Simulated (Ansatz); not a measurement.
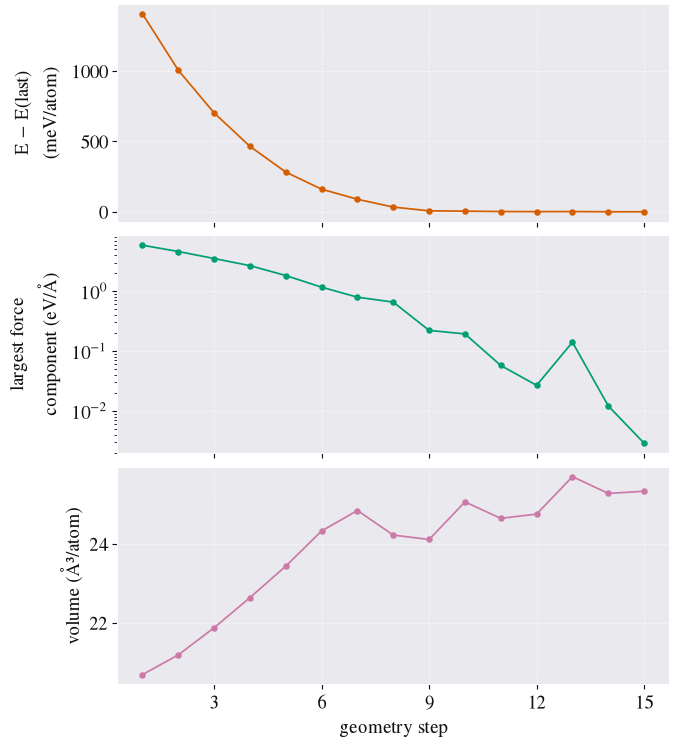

History of a geometry optimisation. Atoms and cell relax. A closing SCF on a freshly chosen basis isn't drawn.

```
crystal:
  lattice:
    - [3.83753, 0.0, 0.0]
    - [0.0, 3.83753, 0.0]
    - [0.0, 0.0, 8.428238]
  atoms:
    - { symbol: Ca, position: [0.0, 0.5, 0.16] }
    - { symbol: Ca, position: [0.5, 0.0, 0.84] }
    - { symbol: Li, position: [0.0, 0.0, 0.0] }
    - { symbol: Li, position: [0.5, 0.5, 0.0] }
    - { symbol: Se, position: [0.0, 0.5, 0.675] }
    - { symbol: Se, position: [0.5, 0.0, 0.325] }
  symmetry: { tolerance: 0.0003 }
kpoints:
  mp_grid: { grid: [3, 3, 1], shift: [0.5, 0.5, 0.5] }
magnetization:
  spin_polarized: false
scf:
  occupations: { method: fermi_dirac, width: 0.0294 }
hamiltonian:
  pseudopotentials: { kind: paw }
  xc: pbesol
basis:
  ecutwfc: 500
output:
  forces: true
  stress: true
  eigenvalues: true
relax:
  max_steps: 40
  cell: {}
```

Run as:
```bash
ansatz run input.yaml --threads 1 --pin off --max-ram 2560MiB --backend cpu --events-out ev --progress --plain --runs-dir out
```

> How did the optimisation end?

The optimisation met its thresholds at geometry 15, counting the start as the first. The energy fell by about 1400 meV/atom from the first step to the last. Step 13 went uphill and was rejected by the line search. The largest force component goes from about 5.8 eV/Å at the start to 2.9 × 10⁻³ eV/Å at the end.

> Was the starting cell too large or too small?

The volume grows from 20.7 to 25.3 Å³ per atom (+22 %), overshooting to 25.7 at step 13. The start was compressed.

> Is anything amiss with this input?

Its settings were drawn outside the usual range, so the numbers aren't converged properties of the system.
